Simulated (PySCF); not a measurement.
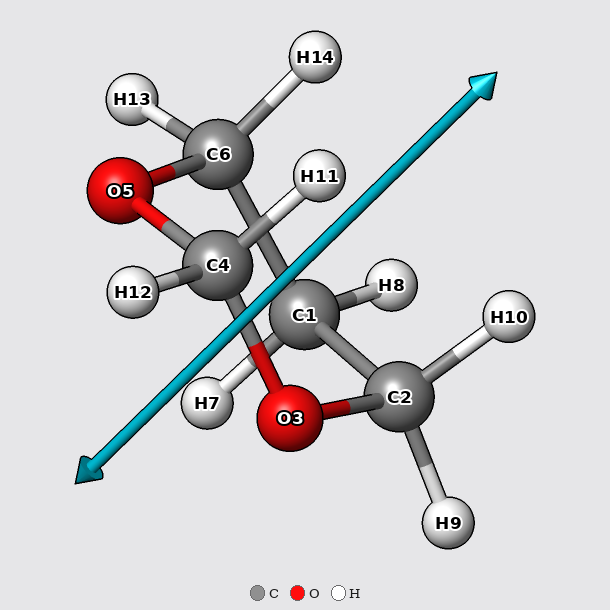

The double arrow shows the direction of the transition dipole to excited singlet state 4 (its length means nothing). Computed geometry: PBE0-D3(BJ)/def2-SVP optimisation. No frequency run is at hand to confirm it as a minimum. Properties computed with TDDFT PBE0/6-31+G*, vertical, gas phase, core orbitals frozen in the response (PySCF 2.14.0).

Question. Give its energy, strength and character.

Answer. 7.63 eV (162 nm), oscillator strength 0.10, mainly HOMO−1 → LUMO+1 (weight 0.94); transition dipole 1.89 D.
